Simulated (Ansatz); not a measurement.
**BrF2GeHO···HF: density, localisation and related maps**

```xyz
8

Ge    0.4891   -0.3045   -0.4403
F    -0.9302   -1.0365    2.3260
F     1.1487   -0.4861   -2.0274
F     0.3770    1.4041   -0.1553
O    -1.0573   -1.1219   -0.3866
H    -1.3099   -1.2021    0.5676
Br    2.0137   -1.1433    1.1038
H     0.0012   -1.2233    2.3454
```

Level of theory: RKS PBE-D4/def2-SVP (Ansatz).

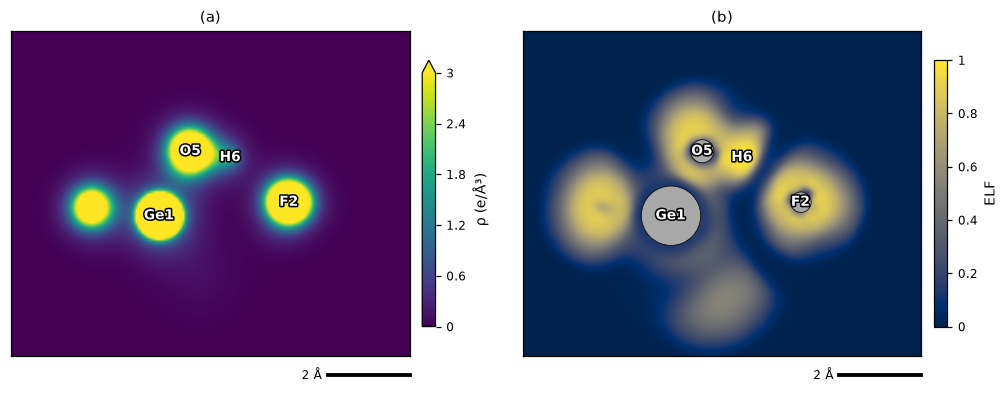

Figure 1. (a) electron density; (b) electron localisation function on the plane of atoms Ge1, O5 and H6. Grey discs cover the atomic cores in the ELF map.

Read the bonding off the picture.

Answer. The section cuts through Ge, F, O and H sites.
F2···H6 (1.81 Å): the density falls to about 0.22 e/Å³ on the way; the ELF dips to about 0.10 between them (a closed-shell contact with the geometry of a hydrogen bond).
Ge–O (1.75 Å): ρ at the midpoint is about 1 e/Å³; the ELF peaks at about 0.80 in the valence shell of O, 0.6 Å from its nucleus, and is about 0.35 at the midpoint.
O–H (0.99 Å): the density is about 3.5 e/Å³ at the midpoint; the ELF climbs to about 1 towards the hydrogen, as it does in any bond to H; an ordinary covalent bond to hydrogen.
The ELF also peaks beside F3, F2 and O5, away from the bonds: lone-pair regions.

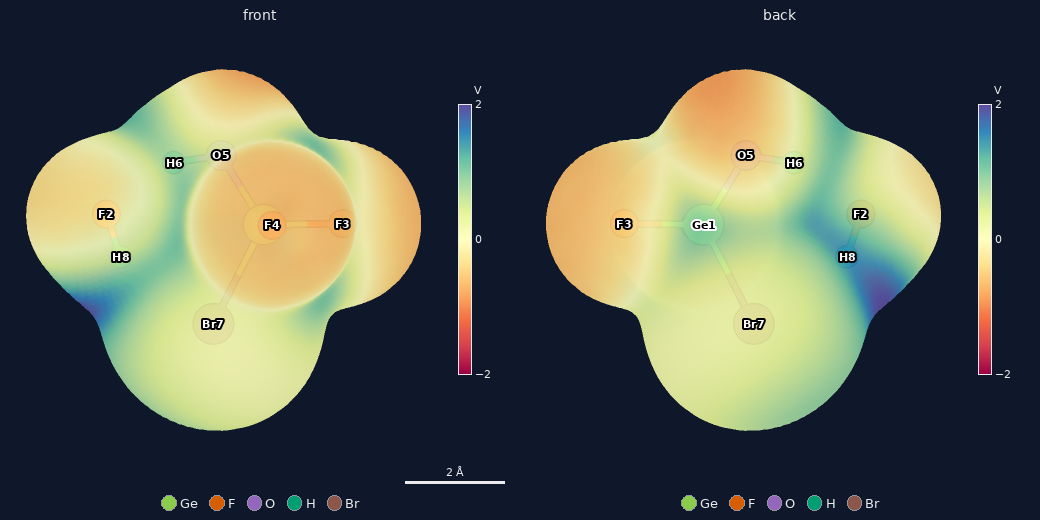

Figure 2. The electrostatic potential painted on the density surface at 0.001 e/bohr³, seen from the front and from behind; the colour scale runs from red (negative) to blue (positive).

Describe the electrostatic potential map.

Answer. The most negative region (about −0.9 V) lies over O5, the most positive (about +1.9 V) over H8. Br7 shows a σ-hole: about +0.9 V at the tip opposite its bond, against about +0.4 V on its flanks.

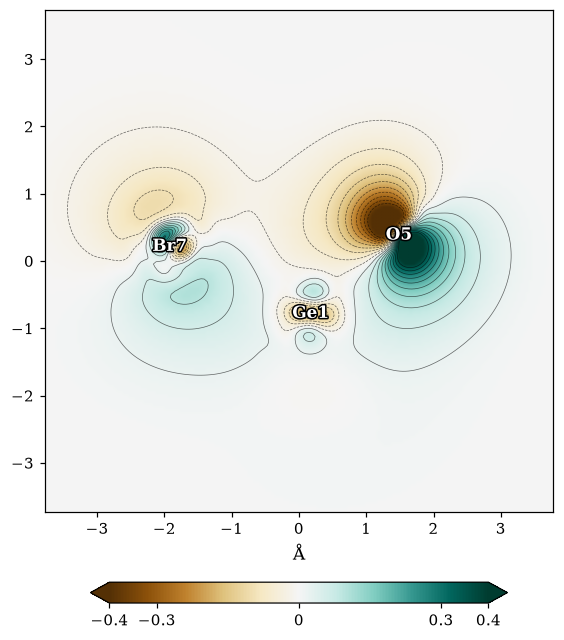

Figure 3. The HOMO−1 on the plane of atoms O5, Ge1 and Br7 (values in Å⁻³ᐟ²; the overall sign is arbitrary).

What is the character of this orbital?

Answer. It lies mainly on Br7 (about 60 %), O5 (about 20 %) and Ge1 (about 5 %). Its energy is −8.38 eV.
